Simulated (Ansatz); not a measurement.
Run report: Al₂Cl₄F₂, molecular dynamics (part 3 of 3)

Al₂Cl₄F₂, SMILES [Cl][Al-]1([Cl])[F+][Al-]([Cl])([Cl])[F+]1; RKS BLYP-d3bjatm/def2-SVP (Ansatz 0.2.0). The geometry comes from this level: PBE0-D4/def2-TZVP.

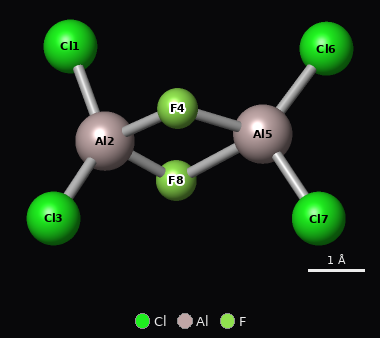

*The geometry at step 42 of the log (ball-and-stick view, seen at a tilt; atoms are numbered from 1 in the order of the input).*

**Trajectory as extended XYZ, continued**
```
8
Properties=species:S:1:pos:R:3:forces:R:3 step=33 time_fs=16.5 energy=-68706.72064 temperature=977.5
Cl   -0.9598   -2.1729    1.7077    0.2659  -0.1363  -0.0759
Al    0.4092   -1.3865    0.2910   -2.3219  -0.2987   1.5656
Cl    2.1333   -2.0332   -0.4061    2.5716  -1.2653  -0.9856
F     0.7302    0.2918    0.8373   -0.2556   1.2649   0.0581
Al   -0.2965    1.3072   -0.3199   -1.0889  -1.7164   0.9959
Cl   -2.0047    2.2002    0.5402    0.2329  -0.3638  -0.0708
Cl    0.8181    2.3363   -1.6383    0.9889   0.7099  -1.1510
F    -0.5796   -0.6809   -0.9647   -0.3930   1.8055  -0.3364
8
Properties=species:S:1:pos:R:3:forces:R:3 step=34 time_fs=17.0 energy=-68706.73085 temperature=971.1
Cl   -0.9623   -2.1694    1.7074    0.2497  -0.1479  -0.0582
Al    0.4082   -1.3905    0.2907   -2.2399  -0.2592   1.5129
Cl    2.1361   -2.0345   -0.4062    2.5121  -1.2472  -0.9581
F     0.7352    0.2906    0.8353   -0.2880   1.2286   0.0431
Al   -0.2978    1.3057   -0.3165   -0.9715  -1.6655   0.8982
Cl   -2.0007    2.2040    0.5438    0.2053  -0.3611  -0.0556
Cl    0.8173    2.3397   -1.6385    0.9203   0.6486  -1.0755
F    -0.5782   -0.6842   -0.9674   -0.3881   1.8037  -0.3069
8
Properties=species:S:1:pos:R:3:forces:R:3 step=35 time_fs=17.5 energy=-68706.74274 temperature=1024.4
Cl   -0.9645   -2.1658    1.7071    0.2300  -0.1604  -0.0385
Al    0.4066   -1.3944    0.2901   -2.1287  -0.2235   1.4597
Cl    2.1391   -2.0362   -0.4063    2.4342  -1.2217  -0.9227
F     0.7400    0.2898    0.8338   -0.3227   1.1825   0.0242
Al   -0.2992    1.3042   -0.3127   -0.8463  -1.6098   0.7951
Cl   -1.9965    2.2078    0.5474    0.1723  -0.3560  -0.0379
Cl    0.8166    2.3431   -1.6386    0.8499   0.5849  -0.9977
F    -0.5765   -0.6874   -0.9703   -0.3887   1.8039  -0.2823
8
Properties=species:S:1:pos:R:3:forces:R:3 step=36 time_fs=18.0 energy=-68706.75670 temperature=1076.2
Cl   -0.9663   -2.1624    1.7067    0.2056  -0.1747  -0.0141
Al    0.4048   -1.3985    0.2897   -2.0021  -0.1821   1.4006
Cl    2.1424   -2.0377   -0.4064    2.3474  -1.1922  -0.8840
F     0.7448    0.2896    0.8325   -0.3582   1.1212   0.0043
Al   -0.3006    1.3019   -0.3087   -0.7151  -1.5358   0.6766
Cl   -1.9922    2.2116    0.5510    0.1393  -0.3517  -0.0203
Cl    0.8162    2.3468   -1.6386    0.7698   0.5118  -0.9088
F    -0.5750   -0.6907   -0.9733   -0.3868   1.8035  -0.2543
8
Properties=species:S:1:pos:R:3:forces:R:3 step=37 time_fs=18.5 energy=-68706.77001 temperature=1114.0
Cl   -0.9681   -2.1592    1.7060    0.1759  -0.1918   0.0163
Al    0.4028   -1.4029    0.2895   -1.8647  -0.1387   1.3392
Cl    2.1457   -2.0392   -0.4065    2.2598  -1.1629  -0.8454
F     0.7498    0.2894    0.8312   -0.3946   1.0600  -0.0135
Al   -0.3023    1.2994   -0.3043   -0.5727  -1.4553   0.5481
Cl   -1.9878    2.2156    0.5548    0.1047  -0.3465  -0.0018
Cl    0.8161    2.3507   -1.6390    0.6820   0.4310  -0.8105
F    -0.5733   -0.6939   -0.9756   -0.3904   1.8042  -0.2324
8
Properties=species:S:1:pos:R:3:forces:R:3 step=38 time_fs=19.0 energy=-68706.78261 temperature=1168.2
Cl   -0.9700   -2.1564    1.7050    0.1431  -0.2097   0.0499
Al    0.4003   -1.4073    0.2893   -1.7041  -0.1023   1.2776
Cl    2.1490   -2.0408   -0.4067    2.1593  -1.1292  -0.8019
F     0.7549    0.2892    0.8302   -0.4341   0.9984  -0.0321
Al   -0.3044    1.2969   -0.2995   -0.4245  -1.3682   0.4153
Cl   -1.9838    2.2200    0.5586    0.0724  -0.3426   0.0159
Cl    0.8161    2.3544   -1.6395    0.5890   0.3451  -0.7061
F    -0.5716   -0.6971   -0.9775   -0.4011   1.8085  -0.2188
8
Properties=species:S:1:pos:R:3:forces:R:3 step=39 time_fs=19.5 energy=-68706.79450 temperature=1145.4
Cl   -0.9720   -2.1539    1.7041    0.1098  -0.2262   0.0837
Al    0.3976   -1.4115    0.2892   -1.5331  -0.0662   1.2091
Cl    2.1523   -2.0426   -0.4073    2.0489  -1.0917  -0.7544
F     0.7600    0.2897    0.8294   -0.4745   0.9287  -0.0505
Al   -0.3064    1.2944   -0.2942   -0.2814  -1.2755   0.2808
Cl   -1.9800    2.2247    0.5629    0.0436  -0.3400   0.0318
Cl    0.8164    2.3580   -1.6401    0.4960   0.2596  -0.6017
F    -0.5698   -0.7000   -0.9797   -0.4093   1.8112  -0.1987
8
Properties=species:S:1:pos:R:3:forces:R:3 step=40 time_fs=20.0 energy=-68706.80447 temperature=1166.5
Cl   -0.9737   -2.1516    1.7035    0.0750  -0.2418   0.1172
Al    0.3945   -1.4156    0.2893   -1.3592  -0.0305   1.1378
Cl    2.1553   -2.0445   -0.4077    1.9382  -1.0548  -0.7067
F     0.7650    0.2903    0.8285   -0.5141   0.8578  -0.0658
Al   -0.3084    1.2919   -0.2889   -0.1408  -1.1806   0.1450
Cl   -1.9762    2.2292    0.5673    0.0153  -0.3375   0.0473
Cl    0.8169    2.3615   -1.6407    0.4042   0.1754  -0.4986
F    -0.5678   -0.7027   -0.9823   -0.4187   1.8120  -0.1762
8
Properties=species:S:1:pos:R:3:forces:R:3 step=41 time_fs=20.5 energy=-68706.81340 temperature=1185.6
Cl   -0.9752   -2.1494    1.7030    0.0330  -0.2604   0.1580
Al    0.3909   -1.4198    0.2895   -1.1698   0.0033   1.0562
Cl    2.1582   -2.0467   -0.4077    1.8199  -1.0157  -0.6565
F     0.7699    0.2911    0.8273   -0.5511   0.7866  -0.0757
Al   -0.3105    1.2891   -0.2834   -0.0007  -1.0803   0.0031
Cl   -1.9726    2.2334    0.5719   -0.0132  -0.3344   0.0632
Cl    0.8173    2.3652   -1.6414    0.3108   0.0894  -0.3932
F    -0.5659   -0.7050   -0.9846   -0.4290   1.8115  -0.1550
8
Properties=species:S:1:pos:R:3:forces:R:3 step=42 time_fs=21.0 energy=-68706.82001 temperature=1229.2
Cl   -0.9766   -2.1469    1.7023   -0.0162  -0.2831   0.2064
Al    0.3873   -1.4241    0.2901   -0.9724   0.0401   0.9681
Cl    2.1613   -2.0489   -0.4074    1.7014  -0.9775  -0.6069
F     0.7749    0.2917    0.8261   -0.5868   0.7186  -0.0823
Al   -0.3128    1.2861   -0.2777    0.1456  -0.9820  -0.1426
Cl   -1.9687    2.2376    0.5765   -0.0462  -0.3285   0.0814
Cl    0.8179    2.3688   -1.6422    0.2163   0.0023  -0.2862
F    -0.5640   -0.7069   -0.9862   -0.4418   1.8100  -0.1379
8
Properties=species:S:1:pos:R:3:forces:R:3 step=43 time_fs=21.5 energy=-68706.82252 temperature=1160.7
Cl   -0.9778   -2.1444    1.7017   -0.0668  -0.3071   0.2558
Al    0.3838   -1.4285    0.2907   -0.7796   0.0709   0.8807
Cl    2.1644   -2.0511   -0.4070    1.5879  -0.9420  -0.5595
F     0.7792    0.2916    0.8247   -0.6179   0.6657  -0.0841
Al   -0.3154    1.2833   -0.2722    0.2926  -0.8980  -0.2812
Cl   -1.9645    2.2417    0.5811   -0.0848  -0.3187   0.1024
Cl    0.8183    2.3723   -1.6431    0.1285  -0.0792  -0.1865
F    -0.5618   -0.7088   -0.9878   -0.4599   1.8084  -0.1277
8
Properties=species:S:1:pos:R:3:forces:R:3 step=44 time_fs=22.0 energy=-68706.82317 temperature=1134.8
Cl   -0.9791   -2.1418    1.7015   -0.1134  -0.3287   0.3010
Al    0.3804   -1.4326    0.2914   -0.5932   0.0957   0.7902
Cl    2.1677   -2.0536   -0.4067    1.4706  -0.9049  -0.5107
F     0.7827    0.2914    0.8229   -0.6425   0.6175  -0.0811
Al   -0.3181    1.2808   -0.2672    0.4257  -0.8197  -0.4106
Cl   -1.9604    2.2460    0.5858   -0.1200  -0.3100   0.1212
Cl    0.8188    2.3758   -1.6440    0.0480  -0.1539  -0.0952
F    -0.5596   -0.7107   -0.9895   -0.4753   1.8040  -0.1149
8
Properties=species:S:1:pos:R:3:forces:R:3 step=45 time_fs=22.5 energy=-68706.82331 temperature=1094.5
Cl   -0.9803   -2.1393    1.7017   -0.1574  -0.3486   0.3435
Al    0.3773   -1.4367    0.2923   -0.4185   0.1294   0.6946
Cl    2.1709   -2.0564   -0.4065    1.3544  -0.8681  -0.4632
F     0.7860    0.2918    0.8211   -0.6663   0.5648  -0.0791
Al   -0.3210    1.2782   -0.2626    0.5545  -0.7421  -0.5373
Cl   -1.9566    2.2503    0.5905   -0.1529  -0.3018   0.1385
Cl    0.8192    2.3794   -1.6452   -0.0315  -0.2276  -0.0052
F    -0.5578   -0.7118   -0.9912   -0.4823   1.7939  -0.0918
8
Properties=species:S:1:pos:R:3:forces:R:3 step=46 time_fs=23.0 energy=-68706.82132 temperature=1108.8
Cl   -0.9811   -2.1368    1.7021   -0.2030  -0.3688   0.3871
Al    0.3744   -1.4405    0.2933   -0.2530   0.1699   0.5970
Cl    2.1740   -2.0590   -0.4062    1.2449  -0.8337  -0.4195
F     0.7893    0.2924    0.8195   -0.6930   0.5121  -0.0813
Al   -0.3246    1.2754   -0.2584    0.6876  -0.6672  -0.6624
Cl   -1.9527    2.2546    0.5953   -0.1884  -0.2918   0.1569
Cl    0.8195    2.3833   -1.6467   -0.1112  -0.3022   0.0847
F    -0.5567   -0.7126   -0.9927   -0.4838   1.7817  -0.0625
8
Properties=species:S:1:pos:R:3:forces:R:3 step=47 time_fs=23.5 energy=-68706.81776 temperature=1088.1
Cl   -0.9814   -2.1345    1.7023   -0.2511  -0.3898   0.4331
Al    0.3716   -1.4441    0.2943   -0.0883   0.2099   0.4987
Cl    2.1774   -2.0613   -0.4055    1.1382  -0.8002  -0.3779
F     0.7924    0.2934    0.8178   -0.7168   0.4579  -0.0810
Al   -0.3281    1.2721   -0.2546    0.8104  -0.5857  -0.7842
Cl   -1.9488    2.2588    0.6002   -0.2189  -0.2846   0.1723
Cl    0.8197    2.3874   -1.6484   -0.1892  -0.3761   0.1722
F    -0.5558   -0.7129   -0.9941   -0.4843   1.7686  -0.0333
8
Properties=species:S:1:pos:R:3:forces:R:3 step=48 time_fs=24.0 energy=-68706.81259 temperature=1177.5
Cl   -0.9817   -2.1323    1.7024   -0.2983  -0.4096   0.4781
Al    0.3687   -1.4474    0.2952    0.0780   0.2433   0.4009
Cl    2.1810   -2.0634   -0.4046    1.0296  -0.7661  -0.3360
F     0.7953    0.2947    0.8155   -0.7331   0.4011  -0.0717
Al   -0.3318    1.2683   -0.2506    0.9277  -0.4917  -0.9163
Cl   -1.9451    2.2628    0.6052   -0.2476  -0.2779   0.1871
Cl    0.8199    2.3917   -1.6505   -0.2702  -0.4528   0.2637
F    -0.5549   -0.7127   -0.9954   -0.4862   1.7537  -0.0057
8
Properties=species:S:1:pos:R:3:forces:R:3 step=49 time_fs=24.5 energy=-68706.80359 temperature=1144.1
Cl   -0.9821   -2.1299    1.7023   -0.3427  -0.4274   0.5207
Al    0.3661   -1.4502    0.2959    0.2383   0.2708   0.3083
Cl    2.1846   -2.0654   -0.4037    0.9253  -0.7336  -0.2960
F     0.7982    0.2963    0.8131   -0.7488   0.3463  -0.0601
Al   -0.3359    1.2647   -0.2461    1.0501  -0.3975  -1.0546
Cl   -1.9415    2.2667    0.6104   -0.2806  -0.2681   0.2045
Cl    0.8202    2.3961   -1.6528   -0.3524  -0.5304   0.3566
F    -0.5541   -0.7122   -0.9966   -0.4893   1.7399   0.0206
8
Properties=species:S:1:pos:R:3:forces:R:3 step=50 time_fs=25.0 energy=-68706.79170 temperature=1084.3
Cl   -0.9823   -2.1277    1.7021   -0.3836  -0.4435   0.5598
Al    0.3641   -1.4529    0.2965    0.3790   0.3059   0.2239
Cl    2.1880   -2.0671   -0.4030    0.8352  -0.7060  -0.2621
F     0.8014    0.2981    0.8111   -0.7703   0.2930  -0.0560
Al   -0.3403    1.2611   -0.2422    1.1699  -0.3153  -1.1763
Cl   -1.9379    2.2709    0.6156   -0.3123  -0.2587   0.2208
Cl    0.8206    2.4003   -1.6549   -0.4281  -0.6016   0.4403
F    -0.5534   -0.7117   -0.9978   -0.4899   1.7262   0.0496
```

The run was set up as follows.

**Input file**
```yaml
crystal:
  periodic: [false, false, false]
  atoms:
    - {symbol: Cl, position_ang: [-0.879654, -2.300980, 1.667430]}
    - {symbol: Al, position_ang: [0.363236, -1.279100, 0.371672]}
    - {symbol: Cl, position_ang: [2.116507, -2.049389, -0.403424]}
    - {symbol: F, position_ang: [0.590867, 0.431967, 0.908402]}
    - {symbol: Al, position_ang: [-0.363447, 1.279092, -0.371513]}
    - {symbol: Cl, position_ang: [-2.116264, 2.051328, 0.402616]}
    - {symbol: Cl, position_ang: [0.880694, 2.299126, -1.667554]}
    - {symbol: F, position_ang: [-0.591940, -0.432045, -0.907618]}
basis:
  gaussian: {orbitals: def2-SVP}
hamiltonian: {xc: {name: BLYP}, dispersion: d3bjatm}
md: {timestep: 0.5 fs, n_steps: 50, ensemble: nvt_langevin, temperature: 1500, initial_velocities: maxwell_boltzmann, friction: 0.01, seed: 346}
```

Launched with:
```bash
ansatz run in.yaml --threads 4 --pin off --events-out ev --progress --plain --max-ram 11315MiB
```

**Results in brief**

```tsv
quantity	value
outcome	finished
mean temperature over the second half	1049 K
trajectory	50 steps, 25 fs
ensemble	nvt_langevin
temperature in the input	1500 K
time step	0.5 fs
potential energy (last step)	−68706.7921 eV
mean-field energy (last step)	−68706.0983 eV
dispersion energy (last step)	−0.6938 eV
SCF solution under orbital rotations (last step)	stable
largest force (length of the vector) (last step)	1.795 eV/Å
dipole moment (last step)	0.88 D
hardware	4 threads of Intel Xeon @ 2.50GHz, 15 GiB of memory available, shared host
wall time	79 s (CPU time 4.9 min)
peak memory	0.61 GiB
```

So short a trajectory is not equilibrated. The logged temperature at the start can lie below the typed one, since it is counted over all degrees of freedom. The temperature stays far from the 1500 K of the thermostat over the second half: the run isn't equilibrated.
